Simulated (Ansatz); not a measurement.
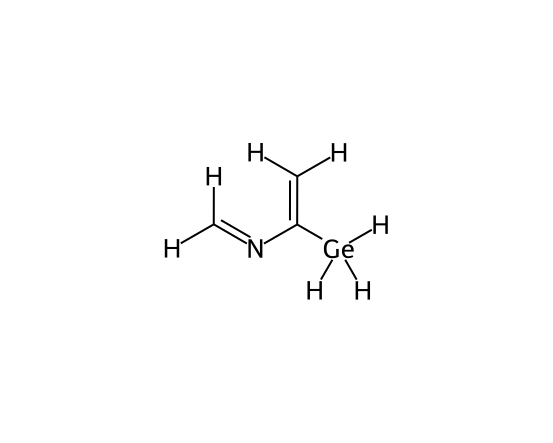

Structural formula above. The computed structure is the end point of a PBE0-D4/def2-TZVP optimisation. No frequency run is at hand to confirm it as a minimum.

Describe the 3D structure.

It has 12 atoms: 3 carbon, 7 hydrogen, 1 germanium and 1 nitrogen (C₃H₇GeN). SMILES: `C=N[C](=C)[GeH3]`. Among its groups: alkene, imine. The point group is Cs. Coordination: 3 C trigonal planar; 1 N bent; 1 Ge tetrahedral.

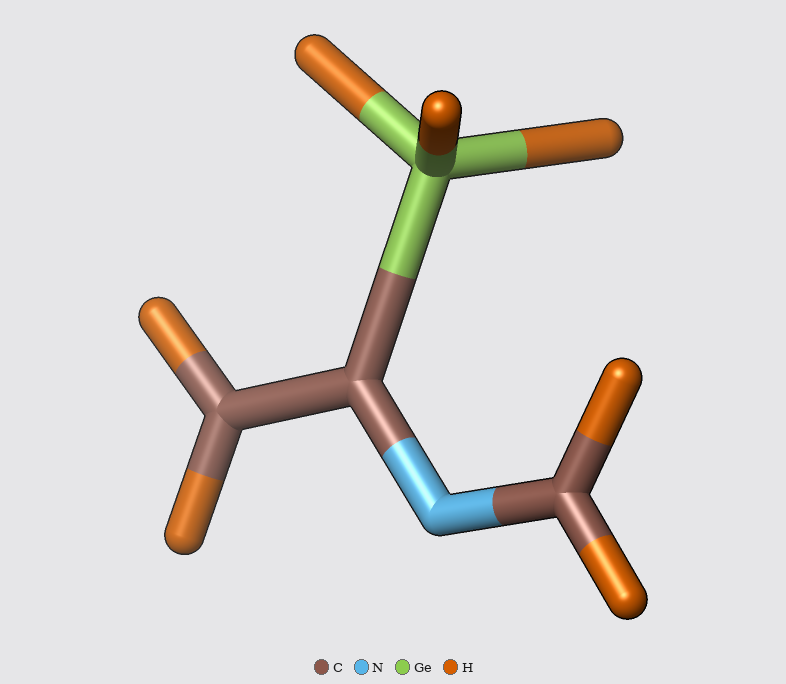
